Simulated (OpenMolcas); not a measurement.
# GeSiH4F2 (SMILES F[SiH](F)[GeH3]): levels of theory compared

We compute a comparison of 6 runs (HF/def2-SVP, B3LYP/6-31G*, BHLYP/def2-SVP, BLYP/def2-SVP, PBE0/def2-SVP, SVWN5/def2-SVP) of GeSiH4F2. 

The results are computed with OpenMolcas 26.06.

## Step 1: The molecule

GeSiH4F2: 8 atoms, total charge 0, spin state singlet. SMILES: `F[SiH](F)[GeH3]`. One bond was lengthened or shortened from a relaxed shape.

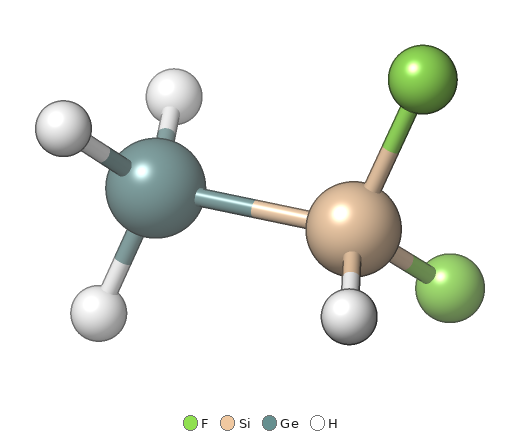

Viewed from a chosen angle; fluorine green, silicon light orange, germanium teal, hydrogen white.

## Step 2: The energy at HF/def2-SVP (run 1)

job.inp reads:

```
&gateway
  baslib=$CurrDir
  coord
  8
  angstrom
  F        1.175344      -1.379637       1.396202
  Si       1.013444      -0.087637       0.479702
  F        1.983100      -0.386400      -1.044700
  Ge      -1.277956       0.203363      -0.082498
  H        1.650044       1.043163       1.193702
  H       -2.096456       0.428563       1.197602
  H       -1.808756      -1.037637      -0.812398
  H       -1.431956       1.431863      -0.991598
  basis=def2-SVP
  group=NoSym

&seward

&scf
  thresholds=1e-10 1e-07 1e-07 1e-05
  prorbitals=1
```

The basis set def2-SVP is read from a file made from the Basis Set Exchange's data (not shown).

The run is started by

```
$ export MOLCAS_MEM=1860
$ pymolcas job.inp > job.log
```

The program printed:

```text
--- Start Module: gateway ---
[...]
--- Stop Module: gateway /rc=_RC_ALL_IS_WELL_ ---
--- Start Module: seward ---
[...]
      Basis functions           98
--- Stop Module: seward /rc=_RC_ALL_IS_WELL_ ---
[...]
--- Start Module: scf ---
[...]
       Convergence after  12 Iterations
[...]
::    Total SCF energy                              -2565.0785310269
[...]
      Total spin, S                                     0.0000000000
[...]
      Total electronic charge=   68.000000
      Total            charge=   -0.000000
[...]
      Dipole Moment (debye):
      Origin of the operator (angstrom)=   -0.0683   -0.1326    0.1014
                   X= -2.1302E+00               Y=  1.6801E+00               Z=  1.2104E+00           Total=  2.9708E+00
      Quadrupole Moment (debye*angstrom):
[...]
--- Stop Module: scf /rc=_RC_ALL_IS_WELL_ ---
[...]
```

Wall time 12 s (1 thread of AMD EPYC 7R43 (Zen 3), shared host); peak memory 0.55 GiB.

## Step 3: A single-point energy at B3LYP/6-31G(d) (spherical functions) (run 2)

job.inp reads:

```
>>> EXPORT MOLCAS_PRINT=2
&GATEWAY
BasLib=$CurrDir
Coord
8
angstrom
F        1.175344      -1.379637       1.396202
Si       1.013444      -0.087637       0.479702
F        1.983100      -0.386400      -1.044700
Ge      -1.277956       0.203363      -0.082498
H        1.650044       1.043163       1.193702
H       -2.096456       0.428563       1.197602
H       -1.808756      -1.037637      -0.812398
H       -1.431956       1.431863      -0.991598
Basis=6-31Gs
Group=NoSym
&SEWARD
GridInput
Grid=UltraFine
End of Grid
&SCF
KSDFT=B3LYP
Thresholds=1e-10 1e-07 1e-07 1e-05
PrOrbitals=1 1
```

The basis set 6-31G* is read from a file made from the Basis Set Exchange's data (not shown).

The run is started by

```
$ export MOLCAS_MEM=1860
$ pymolcas job.inp > job.log
```

The program printed:

```text
--- Start Module: gateway ---
[...]
--- Stop Module: gateway /rc=_RC_ALL_IS_WELL_ ---
--- Start Module: seward ---
[...]
      Basis functions           86
--- Stop Module: seward /rc=_RC_ALL_IS_WELL_ ---
[...]
--- Start Module: scf ---
[...]
       Convergence after  14 Iterations
[...]
::    Total KS-DFT energy                           -2568.4332391378
[...]
      Total spin, S                                     0.0000000000
[...]
      Total electronic charge=   68.000000
      Total            charge=   -0.000000
[...]
      Dipole Moment (debye):
      Origin of the operator (angstrom)=   -0.0683   -0.1326    0.1014
                   X= -1.7429E+00               Y=  1.3499E+00               Z=  1.0102E+00           Total=  2.4250E+00
      Quadrupole Moment (debye*angstrom):
[...]
--- Stop Module: scf /rc=_RC_ALL_IS_WELL_ ---
[...]
```

It took 29 s on 1 thread of AMD EPYC 7R43 (Zen 3), shared host; peak memory 0.47 GiB.

Runs 3 to 4 aren't shown in full; the table further down has their settings and results.

## Step 4: A single-point energy at PBE0/def2-SVP (run 5)

test.inp reads:

```
>>> EXPORT MOLCAS_PRINT=2

&GATEWAY
 BasLib=$CurrDir
 Coord
 8
 bohr
 F      2.22107826    -2.60713608     2.63843939
 Si     1.91513160    -0.16560993     0.90650540
 F      3.74751588    -0.73019017    -1.97419688
 Ge    -2.41498684     0.38430037    -0.15589863
 H      3.11813125     1.97129237     2.25576985
 H     -3.96172767     0.80986670     2.26313979
 H     -3.41805347    -1.96084975    -1.53520972
 H     -2.70600466     2.70582892    -1.87384865
 Basis=def2-SVP
 Group=NoSym

&SEWARD
 GridInput
 Grid=UltraFine
 End of Grid

&SCF
 KSDFT=PBE0
 Thresholds=1e-10 1e-07 1e-07 1e-05
 PrOrbitals=1
```

The basis set def2-SVP is read from a file made from the Basis Set Exchange's data (not shown).

The run is started by

```
$ export MOLCAS_MEM=1860
$ pymolcas test.inp > test.log
```

The program printed:

```text
--- Start Module: gateway ---
[...]
--- Stop Module: gateway /rc=_RC_ALL_IS_WELL_ ---
--- Start Module: seward ---
[...]
      Basis functions           98
--- Stop Module: seward /rc=_RC_ALL_IS_WELL_ ---
[...]
--- Start Module: scf ---
[...]
       Convergence after  17 Iterations
[...]
::    Total KS-DFT energy                           -2567.5874959967
[...]
      Total spin, S                                     0.0000000000
[...]
      Total electronic charge=   68.000000
      Total            charge=   -0.000000
[...]
      Dipole Moment (debye):
      Origin of the operator (angstrom)=   -0.0683   -0.1326    0.1014
                   X= -1.8550E+00               Y=  1.3851E+00               Z=  1.0205E+00           Total=  2.5300E+00
      Quadrupole Moment (debye*angstrom):
[...]
--- Stop Module: scf /rc=_RC_ALL_IS_WELL_ ---
[...]
```

It took 39 s on 1 thread of AMD EPYC 7R43 (Zen 3), shared host; peak memory 0.54 GiB.

## Step 5: The energy at SVWN5/def2-SVP (run 6)

run.input reads:

```
>>> EXPORT MOLCAS_PRINT=2

&GATEWAY
  BasLib=$CurrDir
  Coord
  8
  bohr
  F      2.22107826    -2.60713608     2.63843939
  Si     1.91513160    -0.16560993     0.90650540
  F      3.74751588    -0.73019017    -1.97419688
  Ge    -2.41498684     0.38430037    -0.15589863
  H      3.11813125     1.97129237     2.25576985
  H     -3.96172767     0.80986670     2.26313979
  H     -3.41805347    -1.96084975    -1.53520972
  H     -2.70600466     2.70582892    -1.87384865
  Basis=def2-SVP
  Group=NoSym

&SEWARD
  GridInput
  Grid=UltraFine
  End of Grid

&SCF
  KSDFT=SVWN5
  Thresholds=1e-10 1e-07 1e-07 1e-05
  PrOrbitals=1 2
```

The basis set def2-SVP is read from a file made from the Basis Set Exchange's data (not shown).

The run is started by

```
$ export MOLCAS_MEM=1860
$ pymolcas run.input > run.log
```

The program printed:

```text
--- Start Module: gateway ---
[...]
--- Stop Module: gateway /rc=_RC_ALL_IS_WELL_ ---
--- Start Module: seward ---
[...]
      Basis functions           98
--- Stop Module: seward /rc=_RC_ALL_IS_WELL_ ---
[...]
--- Start Module: scf ---
[...]
       Convergence after  16 Iterations
[...]
::    Total KS-DFT energy                           -2562.5615988364
[...]
      Total spin, S                                     0.0000000000
[...]
      Total electronic charge=   68.000000
      Total            charge=   -0.000000
[...]
      Dipole Moment (debye):
      Origin of the operator (angstrom)=   -0.0683   -0.1326    0.1014
                   X= -1.7175E+00               Y=  1.2636E+00               Z=  9.3937E-01           Total=  2.3300E+00
      Quadrupole Moment (debye*angstrom):
[...]
--- Stop Module: scf /rc=_RC_ALL_IS_WELL_ ---
[...]
```

Run time: 26 s. Hardware: 1 thread of AMD EPYC 7R43 (Zen 3), shared host; peak memory 0.55 GiB.

## Step 6: Overview of the runs

```csv
run,level,integration grid,energy (Eh),dipole moment (D),HOMO energy (eV),LUMO energy (eV),wall time
1,HF/def2-SVP,–,-2565.078531,2.97,-11.83,2.84,12 s
2,B3LYP/6-31G* (spherical functions),UltraFine,-2568.433239,2.42,-8.39,-0.51,29 s
3,BHLYP/def2-SVP,UltraFine,-2568.067623,2.73,-9.96,0.46,30 s
4,BLYP/def2-SVP,UltraFine,-2568.189149,2.21,-7.22,-1.16,37 s
5,PBE0/def2-SVP,UltraFine,-2567.587496,2.53,-8.75,-0.51,39 s
6,SVWN5/def2-SVP,UltraFine,-2562.561599,2.33,-7.46,-1.56,26 s
```

## Step 7: What came out

| quantity | value |
| --- | --- |
| run 6: total energy | -2562.56160 Eh |
| run 6: dipole moment | 2.33 D |
| run 6: HOMO energy | -7.46 eV |
| run 6: LUMO energy | -1.56 eV |
| run 6: HOMO–LUMO gap | 5.90 eV |

The dipole moment (its size) runs from 2.21 D (BLYP/def2-SVP) to 2.97 D (HF/def2-SVP). The HOMO–LUMO gap runs from 5.90 eV (SVWN5/def2-SVP) to 14.67 eV (HF/def2-SVP). Exact exchange widens orbital gaps. Totals of different functionals can't be ranked against each other. All runs together took 2.9 min, the longest 39 s.
